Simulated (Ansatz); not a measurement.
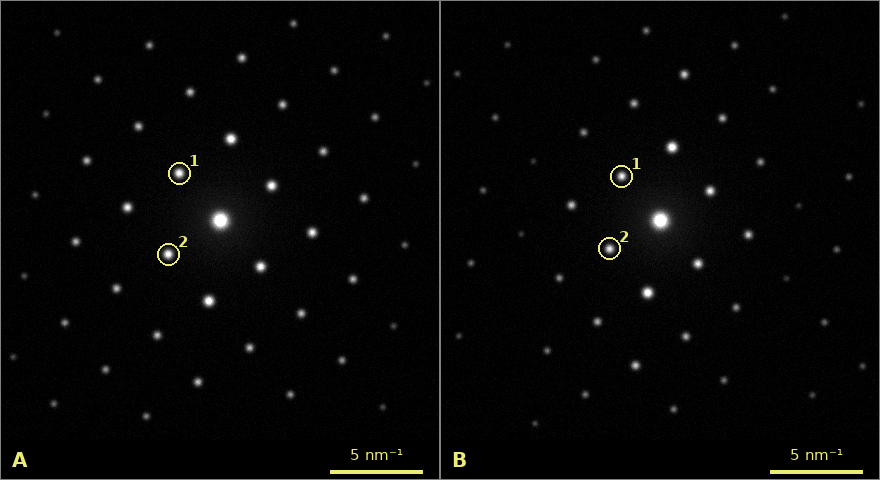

Kinematic electron diffraction patterns (120 kV, B = 0.5 Å², same scale) along [111] of the run's own cell, for the start and the end of one relaxation of BeHBr with DFT, PAW plane waves, r2scan (Ansatz). k mesh 8×8×4. The start is a generated model structure, and the relaxation ends in the nearest stationary point of its symmetry, not necessarily the ground state. Spot 1 is -1 0 1 and spot 2 is 0 -1 1 in both.

Start structure:

```
Be H Br
1.0
     3.49006    0.00000    0.00000
     0.00000    3.49006    0.00000
     0.00000    0.00000    7.15653
Be H Br
2 2 2
Direct
  0.00000 0.50000 0.14000
  0.50000 0.00000 0.86000
  0.00000 0.00000 0.00000
  0.50000 0.50000 0.00000
  0.00000 0.50000 0.67000
  0.50000 0.00000 0.33000
```

**Which pattern belongs to the start structure, and which to the relaxed one?**

B is the start: its cell gives d(1) = 3.137 Å, d(2) = 3.137 Å and an angle of 78.9°. A is the relaxed structure, with d(1) = 2.936 Å (-6.4 %), d(2) = 2.936 Å (-6.4 %) and 82.5°.

**Name reflections whose intensity changes strongly on relaxation.**

3 0 -3 comes into sight; 1 2 -3 goes from 0.38 to 16 % of the strongest spot; 0 2 -2 goes from 7 to 18 % of the strongest spot; 1 1 -2 goes from 21 to 47 % of the strongest spot.

**Summarise the relaxation behind the change.**

The volume changed by -7.6 % to 13.43 Å³ an atom; with the mean shift removed, the atoms moved by up to 0.35 Å relative to the cell (Br most); the space group stayed P4/nmm (No. 129); the free energy fell by 200 meV an atom. Relaxed cell: a = 3.149 Å, b = 3.149 Å, c = 8.127 Å, α = 90.00°, β = 90.00°, γ = 90.00°.
